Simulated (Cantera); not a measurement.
Feed: 1 mol SiCl₄, 0.31 mol NO, 7.9 mol N₂, 9.4 mol N₂O, held at 1273.15 K.

Method: chemical equilibrium by Gibbs-energy minimisation in Cantera with the NASA 1993 tables (ideal gas, pure condensed phases). Candidate condensed phases: Si, SiO₂, Si₂N₂O, Si₃N₄; 23 gas species. The tables hold silica as quartz up to 1696 K and as liquid above; real silica turns to tridymite and cristobalite and melts near 1996 K. Equilibrium is a limit: real reactors are often held back by kinetics, nucleation or transport.

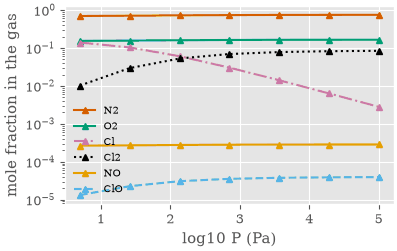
Fig. 1. Equilibrium gas composition (values under 1e-9 drawn at 1e-9)

Read off the mole fractions at 1.00 bar.

N₂ about 0.75, O₂ about 0.16, Cl₂ about 0.084, Cl about 0.0028, NO about 0.00029, ClO about 3.9e-5.
